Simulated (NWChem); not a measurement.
# the pair SiNH4F···GeHF: a chain of runs

Aim: the energy (singlet GeSiNH5F2, TPSS-D3(BJ)/3-21G), then the energy (singlet SiNH4F, TPSS-D3(BJ)/3-21G), then the energy (singlet GeHF, TPSS-D3(BJ)/3-21G), then the energy (singlet SiNH4F, TPSS-D3(BJ)/3-21G), then a single-point energy (singlet GeHF, TPSS-D3(BJ)/3-21G) of F2GeH5NSi and its partners. 

Program for the calculation: NWChem 7.3.0.

**1. The system as given**

The species is GeSiNH5F2 (10 atoms), meant as a singlet with charge 0. The two molecules were placed rigidly side by side, at 1.1 times their contact distance; the pair isn't optimised.

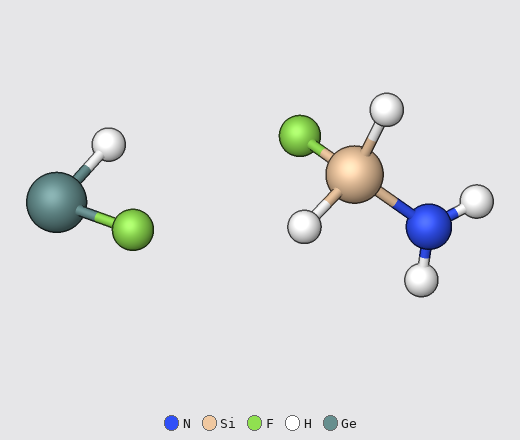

The structure, seen from a chosen angle (nitrogen blue, silicon light orange, fluorine green, hydrogen white, germanium teal).

**2. The energy at TPSS-D3(BJ)/3-21G (run 1)**

The input, f2geh5nsi.nw:

```
start f2geh5nsi
memory stack 880 mb heap 220 mb global 1100 mb

geometry units angstrom noautosym nocenter noautoz
  N     -0.770240     0.348690    -0.618690
  Si     0.522360    -0.106010     0.379910
  F      0.506360    -1.644210     0.836310
  H     -0.795340     0.114790    -1.597090
  H     -1.690940     0.523190    -0.251890
  H      0.447160     0.685890     1.627210
  H      1.780660     0.077690    -0.375790
  F      3.609840    -2.396240    -0.581670
  Ge     3.940910    -4.099440    -0.307670
  H      2.585640    -4.350610     0.523370
end

basis "ao basis" spherical bse
  * library 3-21G
end

dft
  xc xtpss03 ctpss03
  disp vdw 4
  grid fine
  convergence energy 1e-08
  iterations 100
  mulliken
  print low
end

task dft
```

The run is started by

```
$ nwchem f2geh5nsi.nw > f2geh5nsi.out
```

Output, shortened:

```text
[...]
 d= 0,ls=0.0,diis     1  -2610.8388014145 -2.98D+03  3.95D-02  1.08D+00     1.0
[...]
 d= 0,ls=0.0,diis    12  -2610.9901829219 -7.46D-10  2.89D-07  8.92D-10     8.2
         Total DFT energy =    -2610.990182921894
      One electron energy =    -4378.625350672268
           Coulomb energy =     1526.661992808763
    Exchange-Corr. energy =     -129.638305574771
 Nuclear repulsion energy =      370.618512122772
    Dispersion correction =       -0.007031606389
[...]
      Total Density - Mulliken Population Analysis
     ---------------------------------------------
    Atom       Charge   Shell Charges
 -----------   ------   -------------------------------------------------------
    1 N    7     7.94   1.99  0.37  1.89  1.29  2.40
    2 Si  14    12.94   2.00  1.97  5.85  0.74  1.52  0.34  0.53
    3 F    9     9.37   1.98  0.45  2.48  1.53  2.92
    4 H    1     0.69   0.45  0.23
    5 H    1     0.69   0.45  0.23
    6 H    1     1.20   0.45  0.75
    7 H    1     1.19   0.45  0.74
    8 F    9     9.35   1.98  0.45  2.47  1.53  2.92
    9 Ge  32    31.43   2.00  2.00  5.99  2.00  5.93  1.01  1.12  0.84  0.56  9.98
   10 H    1     1.21   0.43  0.79
[...]
```

Wall time 8.7 s (1 thread of AMD EPYC 9R45 (Zen 5), shared host); peak memory 0.13 GiB.

**3. SiNH4F: a single-point energy at TPSS-D3(BJ)/3-21G (run 2)**

The input, sp.nw:

```
start sp
title "FH4NSi"
memory total 2200 mb
charge 0
geometry units angstroms noautosym nocenter noautoz
  N     -0.770240     0.348690    -0.618690
  Si     0.522360    -0.106010     0.379910
  F      0.506360    -1.644210     0.836310
  H     -0.795340     0.114790    -1.597090
  H     -1.690940     0.523190    -0.251890
  H      0.447160     0.685890     1.627210
  H      1.780660     0.077690    -0.375790
end
basis "ao basis" spherical bse
  * library 3-21G
end
dft
  xc xtpss03 ctpss03
  disp vdw 4
  grid fine
  convergence energy 1e-08
  iterations 100
  mulliken
  noprint "final vectors analysis"
end
task dft energy
```

The run is started by

```
$ nwchem sp.nw > sp.out
```

Output, shortened:

```text
[...]
          Wavefunction type:  closed shell.
          No. of atoms     :     7
          No. of electrons :    34
[...]
          Charge           :     0
          Spin multiplicity:     1
[...]
          AO basis - number of functions:    39
[...]
              XC Information
              --------------
                  TPSS metaGGA Exchange Functional  1.000
             TPSS03 metaGGA Correlation Functional  1.000
[...]
 d= 0,ls=0.0,diis     1   -444.1370147721 -5.63D+02  4.33D-02  5.63D-01     0.4
[...]
 d= 0,ls=0.0,diis    10   -444.2080213762 -5.87D-10  4.54D-07  7.45D-10     2.9
         Total DFT energy =     -444.208021376229
      One electron energy =     -850.533395241053
           Coulomb energy =      327.583765058458
    Exchange-Corr. energy =      -39.841796087914
 Nuclear repulsion energy =      118.587955253647
    Dispersion correction =       -0.004550359368
[...]
      Total Density - Mulliken Population Analysis
     ---------------------------------------------
    Atom       Charge   Shell Charges
 -----------   ------   -------------------------------------------------------
    1 N    7     7.93   1.99  0.37  1.89  1.29  2.40
    2 Si  14    12.93   2.00  1.97  5.85  0.74  1.52  0.33  0.53
    3 F    9     9.37   1.98  0.45  2.48  1.53  2.92
    4 H    1     0.69   0.45  0.23
    5 H    1     0.69   0.45  0.23
    6 H    1     1.20   0.45  0.75
    7 H    1     1.20   0.45  0.75
[...]
```

Wall time 3.6 s (1 thread of AMD EPYC 9R45 (Zen 5), shared host); peak memory 0.12 GiB.

**4. GeHF: the energy at TPSS-D3(BJ)/3-21G (run 3)**

The input, job.nw:

```
echo
start job
memory stack 880 mb heap 220 mb global 1100 mb

geometry noautosym nocenter noautoz
   F      3.609840    -2.396240    -0.581670
   Ge     3.940910    -4.099440    -0.307670
   H      2.585640    -4.350610     0.523370
end

basis "ao basis" spherical bse
   * library 3-21G
end

dft
   xc xtpss03 ctpss03
   mult 1
   disp vdw 4
   grid fine
   convergence energy 1e-08
   iterations 100
   mulliken
   noprint "final vectors analysis"
end

task dft energy
```

The run is started by

```
$ nwchem job.nw > job.out
```

Output, shortened:

```text
[...]
          Wavefunction type:  closed shell.
          No. of atoms     :     3
          No. of electrons :    42
[...]
          Charge           :     0
          Spin multiplicity:     1
[...]
          AO basis - number of functions:    33
[...]
              XC Information
              --------------
                  TPSS metaGGA Exchange Functional  1.000
             TPSS03 metaGGA Correlation Functional  1.000
[...]
 d= 0,ls=0.0,diis     1  -2166.6993462366 -2.27D+03  7.09D-02  5.20D-01     0.3
[...]
 d= 0,ls=0.0,diis    10  -2166.7792906842 -1.33D-09  4.48D-07  5.17D-11     1.5
         Total DFT energy =    -2166.779290684164
      One electron energy =    -3222.022481688355
           Coulomb energy =     1045.831491103780
    Exchange-Corr. energy =      -89.799379517433
 Nuclear repulsion energy =       99.212300165251
    Dispersion correction =       -0.001220747407
[...]
      Total Density - Mulliken Population Analysis
     ---------------------------------------------
    Atom       Charge   Shell Charges
 -----------   ------   -------------------------------------------------------
    1 F    9     9.35   1.98  0.45  2.47  1.53  2.92
    2 Ge  32    31.42   2.00  2.00  5.99  2.00  5.93  1.01  1.12  0.84  0.55  9.98
    3 H    1     1.23   0.43  0.80
[...]
```

Wall time 2.1 s (1 thread of AMD EPYC 9R45 (Zen 5), shared host); peak memory 0.12 GiB.

**5. SiNH4F among ghost functions: a single-point energy at TPSS-D3(BJ)/3-21G (with ghost functions) (run 4)**

The input, m1.nw:

```
start m1
title "FH4NSi"
memory 2200 mb

geometry units au noautosym nocenter noautoz
N  -1.45554265  0.65892860 -1.16915466
Si  0.98711734 -0.20032987  0.71792585
F   0.95688172 -3.10710659  1.58039686
H  -1.50297478  0.21692166 -3.01806270
H  -3.19541349  0.98868581 -0.47600311
H   0.84500993  1.29614425  3.07498125
H   3.36495972  0.14681282 -0.71014018
bqF      6.821609    -4.528237    -1.099197
bqGe     7.447241    -7.746819    -0.581412
bqH      4.886151    -8.221461     0.989026
end

basis spherical bse
N library 3-21G
Si library 3-21G
F library 3-21G
H library 3-21G
bqF library F 3-21G
bqGe library Ge 3-21G
bqH library H 3-21G
end

dft
xc xtpss03 ctpss03
disp vdw 4
grid fine
convergence energy 1e-08
maxiter 100
mulliken
print low
end

task dft energy
```

The run is started by

```
$ nwchem m1.nw > m1.out
```

Output, shortened:

```text
[...]
 d= 0,ls=0.0,diis     1   -444.1374812079 -5.63D+02  2.34D-02  5.62D-01     0.9
[...]
 d= 0,ls=0.0,diis    10   -444.2085270717 -5.93D-10  2.46D-07  7.45D-10     6.4
         Total DFT energy =     -444.208527071747
      One electron energy =     -850.522249674442
           Coulomb energy =      327.571079079678
    Exchange-Corr. energy =      -39.840752840140
 Nuclear repulsion energy =      118.587946722377
    Dispersion correction =       -0.004550359220
[...]
      Total Density - Mulliken Population Analysis
     ---------------------------------------------
    Atom       Charge   Shell Charges
 -----------   ------   -------------------------------------------------------
    1 N    7     7.93   1.99  0.37  1.89  1.29  2.40
    2 Si  14    12.93   2.00  1.97  5.85  0.74  1.52  0.33  0.52
    3 F    9     9.37   1.98  0.45  2.48  1.53  2.92
    4 H    1     0.69   0.45  0.23
    5 H    1     0.69   0.45  0.23
    6 H    1     1.20   0.45  0.75
    7 H    1     1.20   0.45  0.75
    8 X    0    -0.00  -0.00  0.00 -0.00 -0.00  0.00
    9 X    0     0.00  -0.00 -0.00 -0.00 -0.00 -0.00 -0.00 -0.00  0.00  0.00 -0.00
   10 X    0    -0.00  -0.00 -0.00
[...]
```

It took 7.2 s on 1 thread of AMD EPYC 9R45 (Zen 5), shared host; peak memory 0.13 GiB.

**6. GeHF among ghost functions: the energy at TPSS-D3(BJ)/3-21G (with ghost functions) (run 5)**

The input, fgeh.nw:

```
start fgeh
memory 2200 mb
geometry units au noautosym nocenter noautoz
  F      6.82160895    -4.52823733    -1.09919699
  Ge     7.44724058    -7.74681886    -0.58141204
  H      4.88615146    -8.22146138     0.98902596
  bqN     -1.455543     0.658929    -1.169155
  bqSi     0.987117    -0.200330     0.717926
  bqF      0.956882    -3.107107     1.580397
  bqH     -1.502975     0.216922    -3.018063
  bqH     -3.195413     0.988686    -0.476003
  bqH      0.845010     1.296144     3.074981
  bqH      3.364960     0.146813    -0.710140
end
basis spherical bse
  F library 3-21G
  Ge library 3-21G
  H library 3-21G
  bqN library N 3-21G
  bqSi library Si 3-21G
  bqF library F 3-21G
  bqH library H 3-21G
end
dft
  xc xtpss03 ctpss03
  disp vdw 4
  grid fine
  convergence energy 1e-08
  maxiter 100
  mulliken
  noprint "final vectors analysis"
end
task dft energy
```

The run is started by

```
$ nwchem fgeh.nw > fgeh.out
```

Output, shortened:

```text
[...]
          Wavefunction type:  closed shell.
          No. of atoms     :    10
          No. of electrons :    42
[...]
          Charge           :     0
          Spin multiplicity:     1
[...]
          AO basis - number of functions:    72
[...]
              XC Information
              --------------
                  TPSS metaGGA Exchange Functional  1.000
             TPSS03 metaGGA Correlation Functional  1.000
[...]
 d= 0,ls=0.0,diis     1  -2166.7010313269 -2.27D+03  3.22D-02  5.18D-01     0.9
[...]
 d= 0,ls=0.0,diis    10  -2166.7808146813 -1.50D-09  2.05D-07  5.08D-11     6.2
         Total DFT energy =    -2166.780814681292
      One electron energy =    -3221.980769607757
           Coulomb energy =     1045.785694123802
    Exchange-Corr. energy =      -89.796811642875
 Nuclear repulsion energy =       99.212293192944
    Dispersion correction =       -0.001220747406
[...]
      Total Density - Mulliken Population Analysis
     ---------------------------------------------
    Atom       Charge   Shell Charges
 -----------   ------   -------------------------------------------------------
    1 F    9     9.35   1.98  0.45  2.47  1.53  2.92
    2 Ge  32    31.42   2.00  2.00  5.99  2.00  5.93  1.02  1.12  0.84  0.55  9.98
    3 H    1     1.23   0.43  0.80
    4 X    0    -0.00  -0.00 -0.00 -0.00 -0.00 -0.00
    5 X    0     0.01  -0.00 -0.00 -0.00 -0.00 -0.00  0.00  0.01
    6 X    0    -0.00   0.00  0.00 -0.00 -0.00 -0.00
    7 X    0    -0.00  -0.00 -0.00
    8 X    0    -0.00  -0.00 -0.00
    9 X    0     0.00  -0.00  0.00
   10 X    0    -0.00  -0.00  0.00
[...]
```

Wall time 6.9 s (1 thread of AMD EPYC 9R45 (Zen 5), shared host); peak memory 0.13 GiB.

**7. Summary of results**

| quantity | value |
| --- | --- |
| run 1, TPSS-D3(BJ)/3-21G: total energy | -2610.99018 Eh |
| run 1, TPSS-D3(BJ)/3-21G: dispersion energy | -18.46 kJ/mol |
| SiNH4F: total energy | -444.20802 Eh |
| SiNH4F: dipole moment | 2.11 D |
| SiNH4F: dispersion energy | -11.95 kJ/mol |
| GeHF: total energy | -2166.77929 Eh |
| GeHF: dipole moment | 1.04 D |
| GeHF: dispersion energy | -3.21 kJ/mol |
| SiNH4F among ghost functions: total energy | -444.20853 Eh |
| SiNH4F among ghost functions: dispersion energy | -11.95 kJ/mol |
| GeHF among ghost functions: total energy | -2166.78081 Eh |
| GeHF among ghost functions: dipole moment | 1.11 D |
| GeHF among ghost functions: dispersion energy | -3.21 kJ/mol |
| interaction energy of the rigid parts SiNH4F and GeHF (parts in their own basis; closest atoms 3.08 Å apart) | -0.078 eV |
| interaction energy of the rigid parts SiNH4F and GeHF (parts in the whole basis, counterpoise; closest atoms 3.08 Å apart) | -0.023 eV |

The interaction energy of the rigid parts SiNH4F and GeHF (parts in their own basis; closest atoms 3.08 Å apart) is −0.08 eV (−7.5 kJ/mol): the parts attract. Without counterpoise this holds the superposition error of the basis. The interaction energy of the rigid parts SiNH4F and GeHF (parts in the whole basis, counterpoise; closest atoms 3.08 Å apart) is −0.02 eV (−0.5 kcal/mol): the parts attract. The basis-set superposition error is 5.3 kJ/mol. Mulliken charges (GeHF) run from -0.35 on F1 to +0.58 on Ge2.
